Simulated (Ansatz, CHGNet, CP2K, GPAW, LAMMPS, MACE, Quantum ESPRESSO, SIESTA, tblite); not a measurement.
**Glassy 69SiO2-10CaO-10Na2O-10BaO (mol %) (81 atoms) in GPAW**

Aim: run glassy 69SiO2-10CaO-10Na2O-10BaO (mol %) (81 atoms) in GPAW and see how near its forces come to a plane-wave reference, and at what cost.

Method: the method is named at each step, in GPAW 26.7.0.

**1. Set-up**

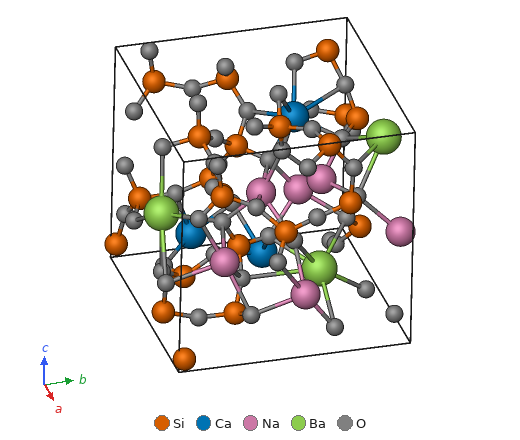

The cell as given, slightly off an axis (silicon orange, calcium blue, sodium pink, barium green, oxygen grey). Bonds to atoms that aren't drawn are left out. Some periodic images of atoms are drawn too.

The cell holds 81 atoms: 20 Si, 3 Ca, 6 Na, 3 Ba and 49 O. Cell: a = 10.453 Å, b = 10.453 Å, c = 10.453 Å, α = 90.0°, β = 90.0°, γ = 90.0°. 81 atoms (20 Si, 3 Ca, 6 Na, 3 Ba, 49 O) placed at random at 2.8 g/cm³, melted at 4000 K for 10 ps at fixed volume with the Morse and Coulomb pair potential with partial charges (Pedone, Malavasi, Menziani, Cormack and Segre, J. Phys. Chem. B 110, 11780 (2006)). Quenched from 4000 K to 300 K at 8 K/ps and fixed volume, held 10 ps at zero pressure.

The yardstick, on the same geometry:

| Property | Result |
| --- | --- |
| method | Kohn-Sham DFT, PBE, SSSP efficiency 1.3.0 pseudopotentials, plane waves (Quantum ESPRESSO 7.5); sssp-pbe-1.3.0-efficiency, cutoffs 60/480 Ry, Γ point |
| r.m.s. force component | 1.324 eV/Å |
| longest force | 5.525 eV/Å |
| pressure | 5.761 GPa |
| gap (highest filled to lowest empty level) | 2.945 eV |
| time | 4.1 min on 4 MPI ranks of Arm Neoverse V2, shared host |
| CPU time | 16 min |

**2. PBE, LCAO dzp, h 0.18 Å**

Method: Kohn-Sham DFT, PBE, PAW, atomic orbitals (dzp).

File run.py:

```python
import numpy as np
from ase.io import read
from gpaw import GPAW, FermiDirac

atoms = read("structure.xyz")
atoms.calc = GPAW(
    mode="lcao",
    basis="dzp",
    h=0.18,
    xc="PBE",
    kpts={"size": (1, 1, 1), "gamma": True},
    occupations=FermiDirac(0.05),
    maxiter=200,
    symmetry={"point_group": False},
    txt="gpaw.txt",
)
energy = atoms.get_potential_energy(force_consistent=True)
forces = atoms.get_forces()
print(f"energy {energy:.6f} eV")
print("forces (eV/A)")
for i, (a, f) in enumerate(zip(atoms, forces)):
    print(f"{i:4d} {a.symbol:2s} {f[0]:10.5f} {f[1]:10.5f} {f[2]:10.5f}")
print(f"Fermi level {atoms.calc.get_fermi_level():.4f} eV")
for k in range(len(atoms.calc.get_ibz_k_points())):
    for s in range(atoms.calc.get_number_of_spins()):
        e = atoms.calc.get_eigenvalues(kpt=k, spin=s)
        n = np.searchsorted(e, atoms.calc.get_fermi_level())
        print(f"k {k} spin {s} levels about the Fermi level:", np.round(e[max(n - 6, 0):n], 4).tolist(), "|", np.round(e[n:n + 6], 4).tolist())
```

File structure.xyz:

```xyz
81
Lattice="10.45342 0.00000 0.00000 0.00000 10.45342 0.00000 0.00000 0.00000 10.45342" Properties=species:S:1:pos:R:3 pbc="T T T"
Si 9.66565 7.84027 6.91441
Si 7.35618 0.19004 1.28932
Si 3.89359 9.83510 7.65797
Si 3.93592 2.13260 0.90349
Si 10.45300 0.24273 0.62741
Si 1.17841 4.73927 8.87694
Si 7.65880 3.34185 0.95314
Si 6.75019 5.46379 9.42167
Si 1.23998 0.87861 3.48381
Si 9.50613 6.88734 9.82998
Si 3.98077 10.03466 2.31292
Si 5.25880 4.17395 2.86601
Si 1.22148 10.13919 6.32317
Si 3.08909 4.63013 6.59214
Si 2.37387 8.88164 10.33582
Si 0.00272 1.78158 8.49121
Si 9.11653 5.12333 5.53383
Si 4.84756 2.40930 8.31246
Si 1.30898 4.04286 4.07035
Si 7.77369 2.59119 7.00327
Ca 0.84767 3.35461 1.18155
Ca 4.27942 6.82535 8.37685
Ca 3.25864 5.85412 1.22054
Na 5.98103 4.90840 5.80740
Na 9.64663 5.90461 2.61074
Na 7.97042 2.72489 3.74107
Na 8.87506 10.37241 4.67540
Na 3.90425 7.23460 4.50417
Na 6.36373 7.51423 6.31763
Ba 7.43332 9.95720 8.66850
Ba 5.36574 0.61560 5.04179
Ba 7.02700 7.31656 2.26975
O 5.39156 5.77844 10.26369
O 3.19383 9.46191 9.00196
O 1.32800 2.46648 3.55280
O 7.90456 6.56088 9.77782
O 8.27660 4.00512 6.45509
O 8.11948 5.80217 4.47511
O 7.61594 1.61673 5.84628
O 7.42266 4.09868 9.98281
O 2.46868 1.66931 0.70487
O 8.88656 1.85527 8.07934
O 1.51188 4.97917 2.83904
O 2.49105 7.36161 10.03403
O 0.75944 0.32040 4.92607
O 0.53971 3.36224 8.22747
O 6.33446 2.66071 7.79647
O 4.11792 3.44649 1.91559
O 7.53660 0.22004 2.81511
O 2.83957 9.93159 6.45478
O 4.84359 5.65509 2.91473
O 0.30022 0.52706 2.24236
O 6.27937 5.71948 7.94000
O 6.42812 9.62425 0.58163
O 9.71457 6.33111 6.41924
O 7.42674 1.77144 0.82812
[... 21 atom lines left out ...]
O 5.39396 3.36255 4.25057
O 2.07668 5.40578 7.65995
O 2.29829 4.08656 5.31776
O 0.02666 1.53393 10.06288
```

Started as:

```
$ OMP_NUM_THREADS=1 python run.py > output.txt
```

The program printed:

```text
energy -545.032455 eV
forces (eV/A)
   0 Si    1.42731    0.02077    1.97447
   1 Si    1.97736    1.91718   -0.58479
   2 Si   -1.43601    1.31712    2.05697
   3 Si   -0.06223    0.92342   -0.20020
   4 Si   -1.45422   -0.66681    1.11038
   5 Si   -1.81850    0.86476   -3.15521
   6 Si   -0.70847    0.54810   -1.80913
   7 Si   -0.90300    0.33900    1.52582
   8 Si    3.20570   -0.84100   -1.37020
   9 Si   -0.51489    0.15810   -0.01597
  10 Si   -2.30281    0.98335   -0.52158
  11 Si    0.42359   -4.35338    0.59278
  12 Si    0.69042    1.18371    2.46818
  13 Si   -1.46690   -1.08109    2.04128
  14 Si    2.29710   -0.03213   -1.52794
  15 Si    1.21421    3.64684   -1.93050
  16 Si   -1.98860    0.96969    0.73703
  17 Si   -2.69008    0.76879   -1.65751
  18 Si   -0.62178   -0.48810    1.82325
  19 Si    1.49610    0.84408    3.35319
  20 Ca    0.30924   -0.54406   -0.70716
  21 Ca   -0.88191   -0.98802    1.27539
  22 Ca    0.07551   -0.69281   -1.30664
  23 Na    0.26470   -0.70807   -0.02052
[...]
73 O     0.93683   -0.99194   -0.04189
  74 O     0.21733    1.09091    2.67452
  75 O     0.50464   -0.20021    0.84393
  76 O     3.17890   -1.94149   -1.80780
  77 O     0.46390   -0.88103    1.34334
  78 O    -0.48207    0.76674   -0.21422
  79 O     0.51475   -1.21023   -0.22073
  80 O     0.05340    0.23842    1.89230
Fermi level 4.7697 eV
k 0 spin 0 levels about the Fermi level: [2.8763, 2.9582, 3.0511, 3.1369, 3.3613, 3.3954] | [6.2231, 7.0825, 7.5606, 7.7082, 7.7975, 8.0057]
```

gpaw.txt:

```text
Input parameters:
  mode=LCAO(),
  basis={'default': 'dzp'},
  h=0.18,
  kpts=MonkhorstPack(size=(1, 1, 1), gamma=True),
  maxiter=200,
  occupations=Occupations(name='fermi-dirac', width=0.05, fixmagmom=False),
  symmetry=Symmetry(point_group=False),
  xc=XC(name='PBE')
Unit cell  # Å
| periodic |         x |         y |         z |   lengths |    angles |
|----------|-----------|-----------|-----------|-----------|-----------|
|      yes | 10.453420 |  0.000000 |  0.000000 | 10.453420 | 90.000000 |
|      yes |  0.000000 | 10.453420 |  0.000000 | 10.453420 | 90.000000 |
|      yes |  0.000000 |  0.000000 | 10.453420 | 10.453420 | 90.000000 |
Number of symmetries: 1
Symmetry operations  # r_c * U_cc + t_c -> r_c
|   | kind |            matrix            |
|---|------|------------------------------|
| 0 |  E   |  1, 0, 0,  0, 1, 0,  0, 0, 1 |
BZ-sampling:
  Number of BZ points: 1
  Number of IBZ points: 1
  Monkhorst-Pack size: [1, 1, 1]
  Monkhorst-Pack shift: [0, 0, 0]
[... lines left out ...]
eigensolver:
density mixing:
  MSR1-Mixer
occupation numbers:
  Fermi-Dirac:
    width: 0.0500  # eV
FastPoissonSolver using
    Stencil: 6*3+1=19 point O(h^6) finite-difference Laplacian
xc functional:
  name: PBE with 2 nearest neighbor stencil
interpolation: tri-quintic # 5. degree polynomial
Initialization done in: 12.270 s
convergence criteria:
- Maximum [total energy] change in last 3 cyles: 0.0005 eV / valence electron
- Maximum integral of absolute [dens]ity change: 0.0001 electrons / valence electron
- Maximum integral of absolute [eigenst]ate change: 4e-08 eV^2 / valence electron
maximum number of iterations: 200
SCF iterations
|iter     |      energy | eigst |  dens |
|---------|-------------|-------|-------|
|iter:   1| -596.175118 |      c|       |
|iter:   2| -582.824870 |      c| -0.83 |
|iter:   3| -544.462045 |      c| -0.88 |
|iter:   4| -544.837471 |      c| -1.47 |
|iter:   5| -545.065901 |      c| -1.77 |
|iter:   6| -545.033211c|      c| -2.27 |
|iter:   7| -545.032610c|      c| -3.07 |
|iter:   8| -545.032468c|      c| -3.49 |
|iter:   9| -545.032456c|      c| -3.93 |
|iter:  10| -545.032455c|      c| -4.40c|
Converged in 10 steps
SCF loop duration: 226.241 s (22.624 s/step)
Energy contributions relative to reference atoms: (reference = -1003606.445976)
Energy contributions:
  Kinetic:         726.921321
  Coulomb:        -618.105848
  Zero:              4.923869
  External:          0.000000
  Xc:             -658.771797
  Entropy:          -0.000000
  Spinorbit:         0.000000
  ----------------------------
  Free energy:    -545.032455
  Extrapolated:   -545.032455
dipole moment: (-1.384530, -21.733513, 26.295406)  # |e|*Ang
Fermi level: 4.770
Eigenvalues  # (at kpt = [0.000, 0.000, 0.000])
| band index |      eig [eV] | occ [0-2] |
|------------|---------------|-----------|
|          0 |       -35.662 |     2.000 |
|        ... |               |           |
|        230 |         2.688 |     2.000 |
|        231 |         2.858 |     2.000 |
[...]
|        245 |         8.285 |     0.000 |
|        ... |               |           |
|        289 |        11.110 |     0.000 |
Gap: 2.828 eV
Transition (v -> c):
  (s=0, k=0, n=237, [0.00, 0.00, 0.00]) -> (s=0, k=0, n=238, [0.00, 0.00, 0.00])
No difference between direct/indirect transitions
Force computation time: 58.966  # s
timing:  # [seconds]
  Total:  297.510  # ━━━━━━━━━━━━━━━━━━━━━━━━━━━━━━━━━━━━━━━━━━━━━━━━━━━━━━━━
  Init:    12.270  # ━━╸
  SCF:    226.241  # ━━━━━━━━━━━━━━━━━━━━━━━━━━━━━━━━━━━━━━━━━━╸
  Forces:  58.966  # ━━━━━━━━━━━
```

It took 5 min on 1 thread of Arm Neoverse V2, shared host; peak memory 2.1 GiB.

Banners, paths, timers and routine set-up lines are dropped from the logs unmarked, and long logs keep their key lines alone; longer cuts are marked.

Numbers from this run, and their distance from the reference:

* r.m.s. force component: 1.586 eV/Å
* r.m.s. difference of force components: 342.8 meV/Å
* longest difference of force vectors: 1170 meV/Å
* force difference over r.m.s. force: 25.89 %
* slope of forces against the reference's: 1.184
* correlation of force components: 0.9884
* gap (highest filled to lowest empty level): 2.828 eV
* gap difference: -0.1176 eV

This run lies far from the reference in forces at the same functional. Basis and potentials both differ; the latter hold 476 valence electrons against the reference's 488.

Length of the force difference by element (eV/Å):

```
element  atoms   mean  most
     Ba      3   0.14  0.17
     Ca      3  0.076  0.14
     Na      6  0.080  0.11
      O     49   0.68   1.2
     Si     20   0.25  0.43
```

Levels nearest the highest filled one (eV from it): -0.52, -0.44, -0.34, -0.26, -0.03, 0.00, 2.83, 3.69, 4.17, 4.31, 4.40, 4.61.

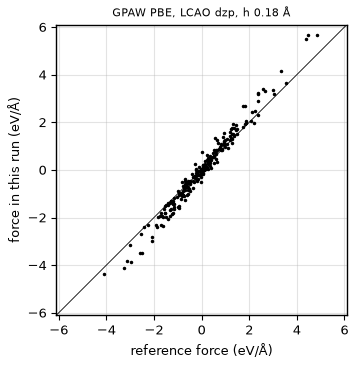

Force components against those of the reference; the line marks equality.

Local excerpt of 14 atoms (numbers count through the whole input) about Ca23, one of the 3 Ca atoms; x, y, z are measured from there.

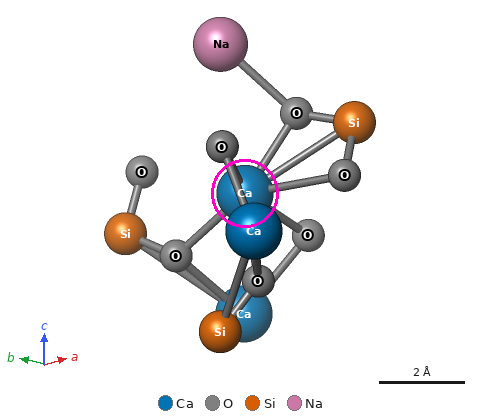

The atoms of the table, within 3.7 Å (arrows a, b, c point along x, y, z); some may hide others; the central atom is ringed.

```
atom      x      y      z  distance (Å)     Fx     Fy  Fz (eV/Å)
Ca23   0.00   0.00   0.00          0.00   0.08  -0.69      -1.31
 O51   1.58  -0.20   1.69          2.33  -0.85   5.48       0.55
 O44  -0.77   1.51  -1.64          2.36   0.01  -3.48       0.05
 O73  -1.17  -1.50  -1.67          2.53   3.38  -0.80       5.65
 O43  -1.75  -0.87   1.62          2.54   0.32   1.54      -2.37
 O33   2.13  -0.08  -1.41          2.56  -1.61   1.14       1.40
 O48   0.86  -2.41   0.70          2.65  -1.49   0.04      -1.38
Si12   2.00  -1.68   1.65          3.09   0.42  -4.35       0.59
 O66   0.01   3.32  -0.05          3.32   0.60  -1.03       0.90
Si15  -0.88   3.03  -1.34          3.43   2.30  -0.03      -1.53
Ca21  -2.41  -2.50  -0.04          3.47   0.31  -0.54      -0.71
Ca22   1.02   0.97  -3.30          3.59  -0.88  -0.99       1.28
Na28   0.65   1.38   3.28          3.62  -0.45  -0.03      -0.56
 Si6  -2.08  -1.11  -2.80          3.66  -1.82   0.86      -3.16
```

Atoms are counted from 1 here, from 0 in the log.

Forces lie 26 % from the reference's, at 0.30 times its CPU time (on 1 against 4 cores).

The difference per atom is largest on O (0.68 eV/Å on average, against 0.25 on Si).

**3. PBE, grid h 0.2 Å**

Method: Kohn-Sham DFT, PBE, PAW, finite differences on a real-space grid.

Edit run.py of step 2 so:

```diff
@@ -3,2 +3,3 @@
 from gpaw import GPAW, FermiDirac
+from ase.parallel import parprint as print
 
@@ -6,5 +7,4 @@
 atoms.calc = GPAW(
-    mode="lcao",
-    basis="dzp",
-    h=0.18,
+    mode="fd",
+    h=0.2,
     xc="PBE",
@@ -14,2 +14,3 @@
     symmetry={"point_group": False},
+    nbands=290,
     txt="gpaw.txt",
```

structure.xyz is that of step 2.

Started as:

```
$ OMP_NUM_THREADS=1 mpirun -np 2 gpaw python run.py > output.txt
```

The program printed:

```text
energy -595.792376 eV
forces (eV/A)
   0 Si    1.33422    0.15536    1.93183
   1 Si    2.22222    1.86474   -0.58684
   2 Si   -1.23612    1.29963    2.01395
   3 Si   -0.03917    0.86633   -0.18972
   4 Si   -1.54774   -0.71482    1.11755
   5 Si   -1.79536    0.81236   -3.18411
   6 Si   -0.59322    0.50378   -1.64385
   7 Si   -0.97807    0.57397    1.51979
   8 Si    3.08266   -0.73902   -1.31347
   9 Si   -0.65954    0.16635    0.04743
  10 Si   -2.27418    0.82690   -0.30300
  11 Si    0.39928   -4.22087    0.56115
[...]
76 O     2.72034   -1.54015   -1.61021
  77 O     0.42121   -0.61658    0.80971
  78 O    -0.52578    0.26770   -0.15406
  79 O     0.35382   -0.98770   -0.21968
  80 O     0.01279   -0.07272    1.60620
Fermi level 4.7165 eV
k 0 spin 0 levels about the Fermi level: [2.7385, 2.8384, 2.932, 3.0307, 3.2103, 3.2647] | [6.2285, 7.0763, 7.5417, 7.6824, 7.769, 7.972]
```

gpaw.txt:

```text
Input parameters:
  mode=FD(),
  h=0.2,
  kpts=MonkhorstPack(size=(1, 1, 1), gamma=True),
  maxiter=200,
  nbands=290,
  occupations=Occupations(name='fermi-dirac', width=0.05, fixmagmom=False),
  symmetry=Symmetry(point_group=False),
  xc=XC(name='PBE')
Diagonalizing LCAO Hamiltonian
[... lines left out ...]
  Converge bands: occupied
[... lines left out ...]
  Fermi-Dirac:
[... lines left out ...]
convergence criteria:
- Maximum [total energy] change in last 3 cyles: 0.0005 eV / valence electron
[... lines left out ...]
Converged in 18 steps
[... lines left out ...]
  Free energy:    -595.792376
[... lines left out ...]
dipole moment: (-1.625044, -21.774207, 26.897979)  # |e|*Ang
Fermi level: 4.717
Eigenvalues  # (at kpt = [0.000, 0.000, 0.000])
| band index |      eig [eV] | occ [0-2] |
|------------|---------------|-----------|
|          0 |       -35.647 |     2.000 |
|        ... |               |           |
|        230 |         2.571 |     2.000 |
|        231 |         2.732 |     2.000 |
[...]
|        245 |         8.252 |     0.000 |
|        ... |               |           |
|        289 |        11.611 |     0.000 |
Gap: 2.964 eV
Transition (v -> c):
  (s=0, k=0, n=237, [0.00, 0.00, 0.00]) -> (s=0, k=0, n=238, [0.00, 0.00, 0.00])
No difference between direct/indirect transitions
Force computation time: 4.164  # s
```

It took 3.5 min on 2 MPI ranks; peak memory 2.1 GiB; 6.9 min of CPU time.

Compared with the plane-wave run:

```
r.m.s. force component                           : 1.428 eV/Å
r.m.s. difference of force components            : 133.1 meV/Å
longest difference of force vectors              : 536.3 meV/Å
force difference over r.m.s. force               : 10.05 %
slope of forces against the reference's          : 1.077
correlation of force components                  : 0.9982
gap (highest filled to lowest empty level) : 2.964 eV
gap difference                                   : 0.0185 eV
```

Against the first run (26 %), the force difference from the reference is 10 %, at 1.4 times the CPU time (on 2 against 1 cores) (18 SCF steps against 10).

**4. PBE, LCAO sz(dzp), h 0.18 Å**

Method: Kohn-Sham DFT, PBE, PAW, atomic orbitals (sz(dzp)).

Edit run.py of step 3 so:

```diff
@@ -3,3 +3,2 @@
 from gpaw import GPAW, FermiDirac
-from ase.parallel import parprint as print
 
@@ -7,4 +6,5 @@
 atoms.calc = GPAW(
-    mode="fd",
-    h=0.2,
+    mode="lcao",
+    basis="sz(dzp)",
+    h=0.18,
     xc="PBE",
@@ -14,3 +14,2 @@
     symmetry={"point_group": False},
-    nbands=290,
     txt="gpaw.txt",
```

structure.xyz is that of step 3.

Started as:

```
$ OMP_NUM_THREADS=1 python run.py > output.txt
```

The program printed:

```text
energy -426.884197 eV
forces (eV/A)
   0 Si    3.94425   -0.91552    1.95844
   1 Si    2.11725    3.23292   -1.16805
   2 Si   -1.94049    2.14300    2.09384
   3 Si    1.48490    2.37781   -1.29244
   4 Si   -0.90145   -0.81514    1.83477
   5 Si   -3.33143    1.78062   -4.29576
   6 Si   -1.82788   -0.11088   -3.22422
   7 Si    0.69650   -0.63761    1.71857
   8 Si    2.63146   -0.64416   -1.01917
   9 Si   -0.09100    0.39961   -0.75467
  10 Si   -2.67719    0.52451   -1.18070
  11 Si    0.67794   -4.51017   -0.16796
  12 Si    0.79713    1.28384    2.25297
  13 Si   -1.89544   -3.01523    1.60406
  14 Si    2.01087    1.56520   -1.68370
  15 Si    2.02596    3.87804   -2.26398
  16 Si   -1.10734   -0.08118    2.49652
  17 Si   -2.76071    1.27031   -1.74118
  18 Si   -0.71858   -1.78488    3.26862
  19 Si    1.25363    2.34262    5.42179
  20 Ca    0.50254   -0.88338   -0.88905
  21 Ca   -1.09272   -0.95856    1.01078
  22 Ca    0.00551   -0.98893   -1.46570
  23 Na    0.27810   -0.63435    0.13688
[...]
73 O     0.82560   -1.07348    0.02076
  74 O     0.53834    1.39360    5.93464
  75 O     1.32422   -0.35777    1.08019
  76 O     5.34305   -4.09397   -1.96822
  77 O     0.91099   -2.56741    4.06781
  78 O    -0.29928    1.94756   -0.17522
  79 O     0.66248   -1.33078   -0.08307
  80 O     0.04202    1.07258    2.65650
Fermi level 5.7014 eV
k 0 spin 0 levels about the Fermi level: [3.877, 3.9685, 4.0781, 4.1159, 4.332, 4.3806] | [6.9309, 7.9908, 8.4125, 8.459, 8.5464, 8.8102]
```

gpaw.txt:

```text
Input parameters:
  mode=LCAO(),
  basis={'default': 'sz(dzp)'},
  h=0.18,
  kpts=MonkhorstPack(size=(1, 1, 1), gamma=True),
  maxiter=200,
  occupations=Occupations(name='fermi-dirac', width=0.05, fixmagmom=False),
  symmetry=Symmetry(point_group=False),
  xc=XC(name='PBE')
Unit cell  # Å
| periodic |         x |         y |         z |   lengths |    angles |
[... lines left out ...]
  Fermi-Dirac:
[... lines left out ...]
convergence criteria:
- Maximum [total energy] change in last 3 cyles: 0.0005 eV / valence electron
[... lines left out ...]
Converged in 10 steps
[... lines left out ...]
  Free energy:    -426.884197
  Extrapolated:   -426.884197
dipole moment: (-1.949964, -21.725928, 24.680753)  # |e|*Ang
Fermi level: 5.701
Eigenvalues  # (at kpt = [0.000, 0.000, 0.000])
| band index |      eig [eV] | occ [0-2] |
|------------|---------------|-----------|
|          0 |       -34.497 |     2.000 |
|        ... |               |           |
|        230 |         3.647 |     2.000 |
|        231 |         3.740 |     2.000 |
[...]
|        245 |         9.068 |     0.000 |
|        ... |               |           |
|        289 |        12.289 |     0.000 |
Gap: 2.550 eV
Transition (v -> c):
  (s=0, k=0, n=237, [0.00, 0.00, 0.00]) -> (s=0, k=0, n=238, [0.00, 0.00, 0.00])
No difference between direct/indirect transitions
Force computation time: 16.780  # s
timing:  # [seconds]
  Total:  100.469  # ━━━━━━━━━━━━━━━━━━━━━━━━━━━━━━━━━━━━━━━━━━━━━━━━━━━━━━━━
  Init:     8.320  # ━━━━╸
  SCF:     75.339  # ━━━━━━━━━━━━━━━━━━━━━━━━━━━━━━━━━━━━━━━━━━
  Forces:  16.780  # ━━━━━━━━━╸
```

The job ended after 1.7 min (1 thread; peak memory 1.6 GiB).

Against the reference:

| Item | Value |
| --- | --- |
| r.m.s. force component | 2.449 eV/Å |
| r.m.s. difference of force components | 1352 meV/Å |
| longest difference of force vectors | 4562 meV/Å |
| force difference over r.m.s. force | 102.1 % |
| slope of forces against the reference's | 1.688 |
| correlation of force components | 0.9129 |
| gap (highest filled to lowest empty level) | 2.55 eV |
| gap difference | -0.395 eV |

This is a coarse setting, run to see what it loses.

Against the first run (26 %), the force difference from the reference is 102 %, at 0.34 times the CPU time, with 396 basis functions against 1173: the smaller basis costs accuracy.

[end of part 1 of 2]

[Also dropped from logs without a mark: logging warnings of Python, and SIESTA's first energy breakdown and zero terms.]

[Logs are printed without paths, hosts, clocks, repeated set-up lines and the standing remarks that a program may print on its own settings, such as how far it seeks lower states.]

[Hosts, paths, dates, database ids (printed as entryN), source tags and the programs' standing remarks are cut or masked in the printed files.]
